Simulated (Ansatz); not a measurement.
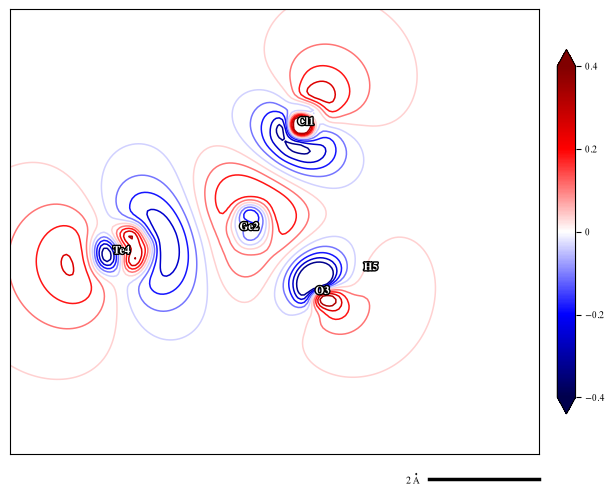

The picture shows: ClGeHOTe (SMILES [OH][Ge]([Cl])=[Te]). The LUMO on the molecular plane (values in Å⁻³ᐟ²; the overall sign is arbitrary).

Geometry: PBE0-D3(BJ)/def2-SVP; core potentials replace the inner electrons of Te.

All numbers below come from Ansatz, isolated molecule in a Gaussian basis; Kohn-Sham density functional theory, functional PBE0.

Input file:

```
crystal:
  periodic: [false, false, false]
  atoms:
    - {symbol: Cl, position_ang: [-1.486768, -2.560254, 3.719526]}
    - {symbol: Ge, position_ang: [-0.442732, -2.742351, 1.841569]}
    - {symbol: O, position_ang: [-1.679765, -3.343000, 0.755116]}
    - {symbol: Te, position_ang: [1.800834, -2.258922, 1.354004]}
    - {symbol: H, position_ang: [-2.530986, -3.462655, 1.198768]}
basis:
  gaussian:
    orbitals: def2-TZVPD
total_charge: 0
hamiltonian:
  xc: {name: PBE0}
output: {forces: true, orbitals: {seedname: orbitals}}
```

Launched as:

```sh
ansatz run input.yaml --threads 1 --pin off --max-ram 2610MiB --events-out events.jsonl --progress --plain --runs-dir runs
```

### Where does this orbital lie, and at what energy?

By Hirshfeld shares it lies mainly on Te4 (about 40 %), Ge2 (about 30 %), Cl1 (about 20 %) and O3 (about 10 %); it is symmetric in the molecular plane (an in-plane orbital: σ, lone-pair or in-plane π type). Its energy is −2.39 eV.
